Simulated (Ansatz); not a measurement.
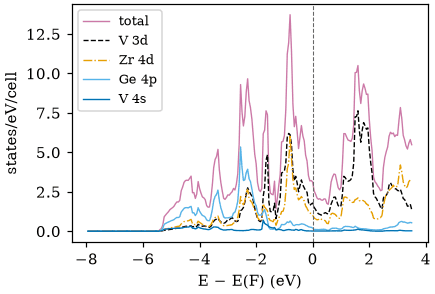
*Total and projected density of states of ZrVGe in space group I4/mmm (No. 139; Zr on 4e, V on 4c, Ge on 4e), plane-wave PAW r²SCAN (Ansatz code)*

Which orbitals carry the states next to the Fermi level?

Within 0.5 eV of the Fermi level: V 3d 52 %, Zr 4d 34 %, Ge 4p 7 %. Projections are on Löwdin-orthogonalised atomic valence shells; empty p or d shells of many metals are not among them.

Where is the tallest occupied peak in this window, and what makes it?

Near -0.8 eV, about 14 states/eV per cell; the largest projected share is V 3d.

The first step of the workflow began from a Materials Project structure, measured or hypothetical; the Crystallography Open Database copy checked does not list it. Whether it is the stable phase at ambient conditions was not checked. The cell was relaxed with r²SCAN under the symmetry of its start; whether a distortion lowers the energy is not shown. No spin polarisation was allowed. Scalar-relativistic: spin–orbit coupling is off unless named, which matters more the heavier the elements.

Potentials: the later of the program's two PAW sets.
